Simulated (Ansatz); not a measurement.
**BH2 (boron dihydride): UPBE/6-311G(d,p)**

Aim: the vertical doublet–quartet gap of BH2 (boron dihydride) at UPBE/6-311G**, from 2 runs. 

Program for the calculation: Ansatz 0.2.0.

58 further runs of the same task are left out: 58 set aside as unsound or not needed.

**1. The structure to begin with**

The species is BH2 (3 atoms), meant as a doublet with charge 0. SMILES: `[BH2]`. Geometry: relaxed at GFN2-xTB.

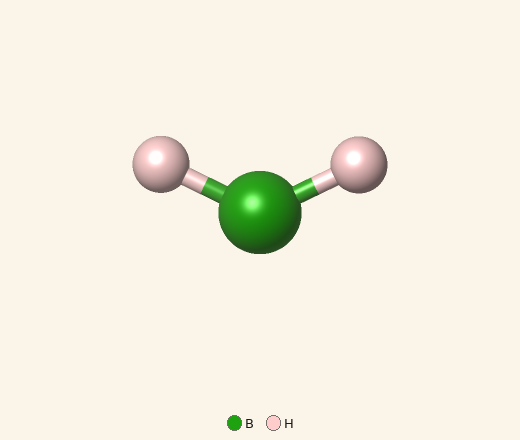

The structure, seen from a chosen angle (boron green, hydrogen pink).

**2. A single-point energy at UPBE/6-311G(d,p)**

File input.yaml:

```yaml
crystal:
  periodic: [false, false, false]
  atoms:
    - {symbol: B, position_ang: [0.262840, -0.166230, 0.128640]}
    - {symbol: H, position_ang: [0.280020, 0.985320, 0.260980]}
    - {symbol: H, position_ang: [-0.542860, -0.819090, -0.389630]}
basis:
  gaussian:
    orbitals: 6-311G_st__st_.json
magnetization:
  spin_polarized: true
  initial_magnetization: 1
hamiltonian:
  xc: pbe
accuracy: high
```

The basis set 6-311G** is read from a file made from the Basis Set Exchange's data (not shown).

Run with:

```console
$ ansatz run input.yaml --threads 1 --pin off --max-ram 2610MiB --events-out events.jsonl --progress --plain --runs-dir runs
```

Log:

```text
Warning: RAYON_NUM_THREADS=1 ignored (pool sized by the plan → 1); use --threads N
Functional definition: PBE
  name "PBE"
  parameter kappa = 0.804
  parameter beta = 0.06672455060314922
  exchange = pbe_x(kappa = kappa, mu = beta*pi^2/3)
  correlation = pbe_c(beta = beta)
533 factors; integrals over basis functions are off by at most 6.2e-9 eV
mean field evaluation 1: about -703.3412 eV, gradient 1.0e1 eV
mean field evaluation 2: about -703.8608 eV, gradient 6.6e0 eV
mean field evaluation 4: about -704.1969 eV, gradient 1.4e-1 eV
mean field evaluation 8: about -704.1949 eV, gradient 3.6e-4 eV
mean field evaluation 16: about -704.1949 eV, gradient 2.5e-8 eV
mean field -704.19488617 eV, -25.8786847463 hartree, gradient 2.4e-8 eV, S^2 0.751410; 4 other end points of the search recorded, 0 dependent functions left out
reference -704.19488867 eV, -25.8786848382 hartree; 4, 3 occupied and 26, 27 virtual orbitals, 533 factors
Total energy: -704.19488867 eV, -25.8786848382 hartree
```

Wall time 1.4 s (1 thread of Arm Neoverse V1, shared host).

**3. The quartet at the same level**

File run.yaml:

```yaml
crystal:
  periodic: [false, false, false]
  atoms:
    - {symbol: B, position_ang: [0.262840, -0.166230, 0.128640]}
    - {symbol: H, position_ang: [0.280020, 0.985320, 0.260980]}
    - {symbol: H, position_ang: [-0.542860, -0.819090, -0.389630]}
basis:
  gaussian: {orbitals: 6-311G_st__st_.json}
magnetization: {spin_polarized: true, initial_magnetization: 3}
hamiltonian: {xc: pbe}
accuracy: high
```

The basis set 6-311G** is read from a file made from the Basis Set Exchange's data (not shown).

Run with:

```console
$ ansatz run run.yaml --threads 1 --pin off --max-ram 2610MiB --events-out events.jsonl --progress --plain --runs-dir runs
```

Log, shortened:

```text
Warning: RAYON_NUM_THREADS=1 ignored (pool sized by the plan → 1); use --threads N
[... 6 set-up lines as earlier in the session ...]
533 factors; integrals over basis functions are off by at most 6.2e-9 eV
mean field evaluation 1: about -698.0494 eV, gradient 1.1e1 eV
mean field evaluation 2: about -698.3946 eV, gradient 9.1e0 eV
mean field evaluation 4: about -699.0306 eV, gradient 2.0e-1 eV
mean field evaluation 8: about -699.0296 eV, gradient 7.7e-3 eV
mean field evaluation 16: about -699.0296 eV, gradient 7.5e-8 eV
mean field -699.02963028 eV, -25.6888650934 hartree, gradient 7.5e-8 eV, S^2 3.751138; 0 other end points of the search recorded, 0 dependent functions left out
reference -699.02963293 eV, -25.6888651907 hartree; 5, 2 occupied and 25, 28 virtual orbitals, 533 factors
Total energy: -699.02963293 eV, -25.6888651907 hartree
```

It took 0.85 s on 1 thread of Arm Neoverse V1, shared host.

**4. Results**

At UPBE/6-311G**:

| quantity | value |
| --- | --- |
| doublet: total energy | -25.87868 Eh |
| doublet: ⟨S²⟩ | 0.751 |
| quartet: total energy | -25.68887 Eh |
| quartet: ⟨S²⟩ | 3.751 |
| vertical energy of the quartet above the doublet | 5.165 eV |

At this shape the quartet lies 5.17 eV (119 kcal/mol) above the doublet.
